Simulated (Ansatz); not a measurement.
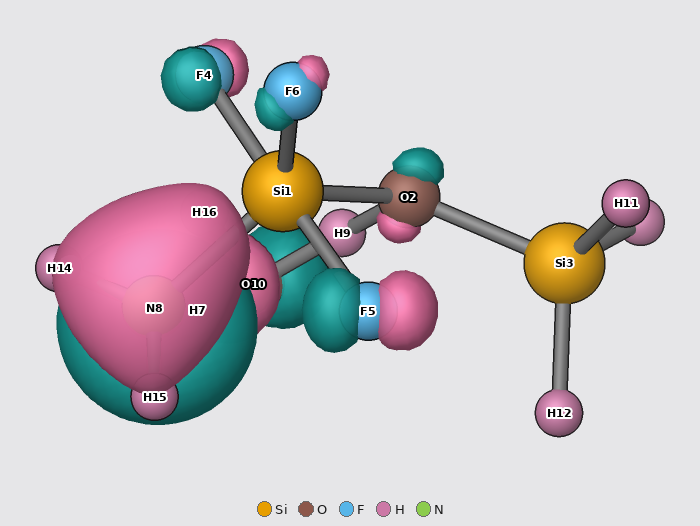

Figure. F3H8NO2Si2. The HOMO at ±0.15 Å⁻³ᐟ² (teal and pink are the two phases), seen from one side.

A transition-state structure; geometry: PBE0-D4/def2-TZVP.

All numbers below come from RKS PBE0-D4/def2-TZVPP (Ansatz).

```xyz
16

Si   -0.6046    0.9996    0.3350
O    -0.3440   -0.2763   -0.8528
Si    0.6559   -0.1240   -2.2037
F    -1.9524    0.1705    0.8372
F     0.7872    1.7226   -0.2285
F    -1.4653    2.3050    0.0034
H     0.2217   -1.0354    1.4493
N     0.2007    0.5156    1.8398
H    -0.2025   -1.2377   -0.1191
O     0.0509   -1.8921    0.8555
H     0.2883    1.1014   -2.9388
H     2.0834   -0.1481   -1.8167
H     0.3529   -1.3277   -3.0173
H    -0.3887    0.5508    2.6611
H     1.0877    0.9626    2.0271
H    -0.7713   -2.2867    1.1686
```

Q: Describe this orbital and give its energy.

A: By Hirshfeld shares it lies mainly on N8 (about 55 %), O10 (about 10 %) and Si1 (about 5 %). Its energy is −8.90 eV.
